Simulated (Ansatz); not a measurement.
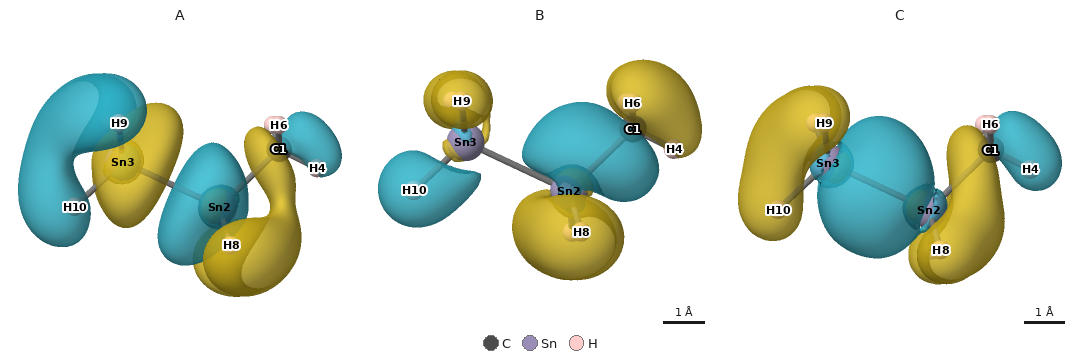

Figure. CH$_{8}$Sn$_{2}$ (SMILES [CH3][SnH2][SnH3]). Three frontier orbitals at ±0.06 Å⁻³ᐟ² (yellow and cyan are the two phases), in no order.

Core potentials replace the inner electrons of Sn.

All numbers below come from Ansatz 0.2.0, RKS PBE-D4/def2-SVP.

Input

```
crystal:
  periodic: [false, false, false]
  atoms:
    - { symbol: C, position_ang: [-1.5164, 1.1348, -0.3964] }
    - { symbol: Sn, position_ang: [0.0081, -0.133, -1.0342] }
    - { symbol: Sn, position_ang: [1.3868, -1.0019, 1.2035] }
    - { symbol: H, position_ang: [-2.0543, 1.5413, -1.3005] }
    - { symbol: H, position_ang: [-2.2471, 0.6265, 0.2555] }
    - { symbol: H, position_ang: [-1.131, 2.0669, 0.1224] }
    - { symbol: H, position_ang: [-0.6454, -1.5061, -1.8644] }
    - { symbol: H, position_ang: [1.1337, 0.7489, -2.1113] }
    - { symbol: H, position_ang: [2.05675, 0.34811, 2.10035] }
    - { symbol: H, position_ang: [2.68821, -2.09214, 0.76838] }
    - { symbol: H, position_ang: [0.29533, -1.87024, 2.30218] }
basis:
  gaussian: { orbitals: def2-SVP }
hamiltonian:
  xc: pbe
  dispersion: d4
relax:
  f_tol: 0.015
  max_steps: 40
output:
  orbitals: {}
```

Launched as:

```sh
ansatz run input.yaml --threads 2 --pin off --max-ram 3072MiB --backend cpu --events-out ev --progress --plain --runs-dir out
```

The fields are those of the run's last geometry, not of the input's.

Question: Order the three orbitals by energy and name them.

Answer: B is the HOMO−1 (−7.19 eV). By Hirshfeld shares it lies mainly on C1 (about 30 %), Sn2 (about 30 %), H7 (about 10 %), H8 (about 10 %) and Sn3 (about 5 %). C is the HOMO (−6.42 eV). It lies mainly on Sn3 (about 35 %), Sn2 (about 35 %) and C1 (about 10 %). A is the LUMO (−1.12 eV). It lies mainly on Sn3 (about 35 %) and Sn2 (about 30 %).

Question: What is the HOMO–LUMO gap?

Answer: 5.30 eV between the orbital energies.
